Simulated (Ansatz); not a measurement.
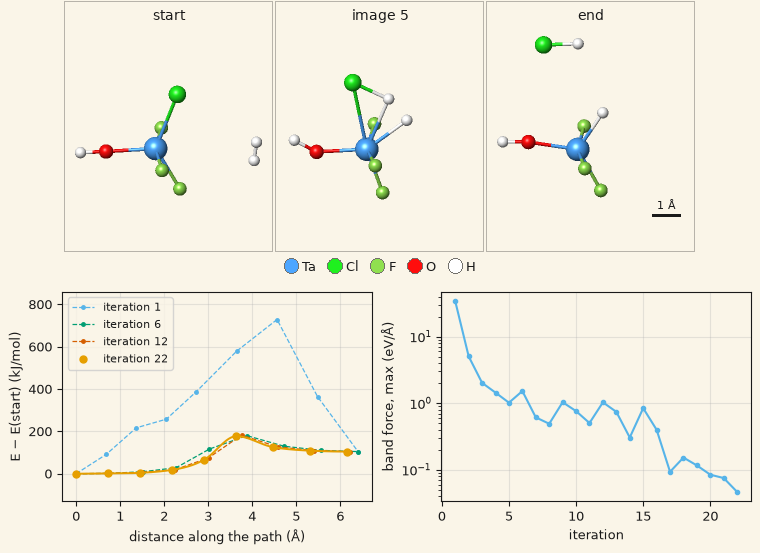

A nudged-elastic-band calculation for TaH₃OClF₃, made up at the start of TaHOClF$_{3}$ and H2. Images are numbered from 0 (start) to 8 (end). The plot follows the band through its iterations. Style: ball-and-stick. Shown at a tilt.

Level of theory: RHF/def2-SVP (Ansatz 0.2.0). Settings: 7 movable images; climbing image; force threshold 0.05 eV/Å; iteration limit 60; starting path through a guess of the saddle point.

**How did the profile develop, and is the result final?**

The result is final at these settings. The band converged in 22 iterations. The largest component of the band force went from 34 to 0.047 eV/Å. The climbing image converged on the top of the path. Its vibrational analysis gives one imaginary mode (1169i cm⁻¹), as a transition state must have. The first iteration put the highest image at 728.5 kJ/mol. The energy climbs by 177.3 kJ/mol to image 5 and then falls by 72.8 kJ/mol, so the end point sits at +104.5 kJ/mol.

Limits of the set-up: the start holds two separate molecules, 3.0 Å apart at their closest, whose relative position is a soft coordinate and is computed without a dispersion correction; Hartree-Fock leaves out electron correlation.

Cost: 3.9 min on 2 threads of Intel(R) Xeon(R) 6975P-C (Granite Rapids), on a shared host, peak memory 0.3 GiB.
